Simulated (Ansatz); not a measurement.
# [PH2]− (phosphanide): CCSD(T)/6-31G(d) (spherical functions)

What is the energy change on altering one bond length of [PH2]− (phosphanide) at CCSD(T)/6-31G* (spherical functions)? 

The results are computed with Ansatz 0.2.0.

2 further runs of the same task are left out: 2 that didn't finish.

### Step 1. The structure to begin with

The species is [PH2]− (3 atoms), meant as a singlet with charge -1. SMILES: `[PH2-]`. The shape is that of a GFN2-xTB optimisation.

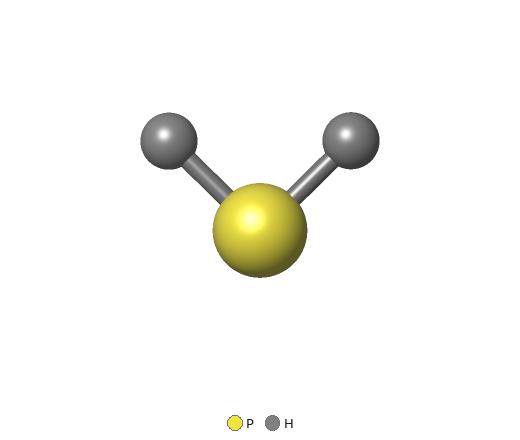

Viewed from a chosen angle; phosphorus yellow, hydrogen grey.

### Step 2. The energy at CCSD(T)/6-31G(d) (spherical functions)

File in.yaml:

```yaml
crystal:
  periodic: [false, false, false]
  atoms:
    - symbol: P
      position_ang: [0.498920, -0.293580, 0.245050]
    - symbol: H
      position_ang: [0.105590, 0.990220, 0.165130]
    - symbol: H
      position_ang: [-0.604500, -0.696650, -0.410180]
basis:
  gaussian: {orbitals: 6-31G_st_-spherical.json}
total_charge: -1
correlation: {method: ccsd_t, frozen_orbitals: {H: 0, P: 5}}
accuracy: high
scf: {omitted_lower_state_checks: [cluster_reference, increment]}
```

The basis set 6-31G* is read from a file made from the Basis Set Exchange's data (not shown).

Command:

```bash
$ ansatz run in.yaml --threads 1 --pin off --max-ram 2610MiB --events-out events.jsonl --progress --plain --runs-dir runs
```

What it wrote, shortened:

```text
Warning: RAYON_NUM_THREADS=1 ignored (pool sized by the plan → 1); use --threads N
Functional definition: HF
  name "HF"
[...]
381 factors; integrals over basis functions are off by at most 3.4e-9 eV
[...]
mean field -9301.64988935 eV, -341.8293285489 hartree, gradient 8.8e-9 eV, S^2 0.000000; 0 other end points of the search recorded, 0 dependent functions left out
5 core orbitals not correlated: weight in the atoms' cores, before any rotation towards them, 1.000 or more for the frozen orbitals, at most 0.000 for the correlated occupied ones
reference -9301.64988935 eV, -341.8293285489 hartree; 4, 4 occupied and 13, 13 virtual orbitals, 381 factors
second order -2.77633611 eV of doubles, -0.00000000 eV of singles
cycle   1  -3.21172144 eV  change   -4.4e-1 eV  update   5.0e-2
[...]
cycle  17  -3.36992320 eV  change   2.4e-10 eV  update  3.6e-10
perturbative correction -0.06937961 eV, -0.0025496535 hartree
Total energy: -9305.08919216 eV, -341.9557205959 hartree
Checks for a lower state left out: cluster_reference, increment
```

Wall time 0.24 s (1 thread of Arm Neoverse V1, shared host).

### Step 3. The distorted shape, same level

File run.yaml:

```yaml
crystal:
  periodic: [false, false, false]
  atoms:
    - {symbol: P, position_ang: [0.597238, -0.614483, 0.265027]}
    - {symbol: H, position_ang: [0.105590, 0.990220, 0.165130]}
    - {symbol: H, position_ang: [-0.506182, -1.017553, -0.390203]}
basis:
  gaussian: {orbitals: 6-31G_st_-spherical.json}
correlation: {method: ccsd_t, frozen_orbitals: {H: 0, P: 5}}
total_charge: -1
scf: {omitted_lower_state_checks: [cluster_reference, increment]}
accuracy: high
```

The basis set 6-31G* is read from a file made from the Basis Set Exchange's data (not shown).

Command:

```bash
$ ansatz run run.yaml --threads 1 --pin off --max-ram 2610MiB --events-out events.jsonl --progress --plain --runs-dir runs
```

What it wrote, shortened:

```text
Warning: RAYON_NUM_THREADS=1 ignored (pool sized by the plan → 1); use --threads N
[... 2 set-up lines as earlier in the session ...]
[...]
382 factors; integrals over basis functions are off by at most 3.4e-9 eV
[...]
mean field -9301.32276871 eV, -341.8173070870 hartree, gradient 1.1e-8 eV, S^2 0.000000; 0 other end points of the search recorded, 0 dependent functions left out
5 core orbitals not correlated: weight in the atoms' cores, before any rotation towards them, 1.000 or more for the frozen orbitals, at most 0.000 for the correlated occupied ones
reference -9301.32276871 eV, -341.8173070870 hartree; 4, 4 occupied and 13, 13 virtual orbitals, 382 factors
second order -2.80588486 eV of doubles, -0.00000000 eV of singles
cycle   1  -3.26755043 eV  change   -4.6e-1 eV  update   5.9e-2
[...]
cycle  20  -3.46941208 eV  change   1.1e-10 eV  update  2.3e-10
perturbative correction -0.08066858 eV, -0.0029645156 hartree
Total energy: -9304.87284937 eV, -341.9477701449 hartree
Checks for a lower state left out: cluster_reference, increment
```

It took 0.24 s on 1 thread of Arm Neoverse V1, shared host.

### Step 4. What came out

At CCSD(T)/6-31G* (spherical functions), 5 core orbitals frozen:

```
                                                         quantity          value
                                        first shape: total energy  -341.95572 Eh
         first shape: correlation energy (5 core orbitals frozen)     -126.4 mEh
                                      first shape: (T) correction      -2.55 mEh
                                       first shape: T1 diagnostic          0.009
                                    distorted shape: total energy  -341.94777 Eh
     distorted shape: correlation energy (5 core orbitals frozen)     -130.5 mEh
                                  distorted shape: (T) correction      -2.96 mEh
                                   distorted shape: T1 diagnostic          0.012
energy change with the P1–H2 bond stretched from 1.345 to 1.681 Å       0.216 eV
```

With the P1–H2 bond stretched from 1.345 to 1.681 Å the energy rises by 0.22 eV (5.0 kcal/mol). The first shape isn't relaxed at this level, so the change isn't measured from a minimum. The triples (first shape) make up 2.0 % of the correlation energy. The triples (distorted shape) make up 2.3 % of the correlation energy.
